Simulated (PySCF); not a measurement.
SMILES CC[SiH2]c1ccco1 at its GFN2-xTB optimised geometry (Å):

```
18

C     -2.9436    -2.0488     0.7501
C     -1.8129    -1.0266     0.7512
Si    -0.2119    -1.6898    -0.0313
C      1.0599    -0.3140     0.0000
C      2.4289    -0.3140     0.0000
C      2.8404     1.0365     0.0000
C      1.6922     1.7690    -0.0015
O      0.6200     0.9686    -0.0025
H     -3.8436    -1.6355     1.2031
H     -2.6585    -2.9369     1.3095
H     -3.1843    -2.3543    -0.2655
H     -1.6202    -0.7114     1.7789
H     -2.1391    -0.1336     0.2145
H      0.3234    -2.8276     0.7270
H     -0.4597    -2.1088    -1.4192
H      3.0572    -1.1811     0.0016
H      3.8436     1.4115     0.0022
H      1.5187     2.8276    -0.0001
```

Level of theory: PBE0/def2-SVP (PySCF). Cells within 0.4 Å of a nucleus heavier than hydrogen are left out (blank, or x).

Map of the HOMO amplitude (bohr^(-3/2)) on the plane z = 1.0 Å; orbital energy -6.55 eV, overall sign arbitrary:

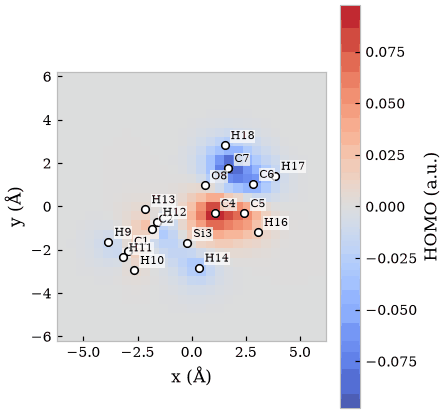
Figure. HOMO amplitude (bohr^(-3/2)) on the plane z = 1.0 Å.
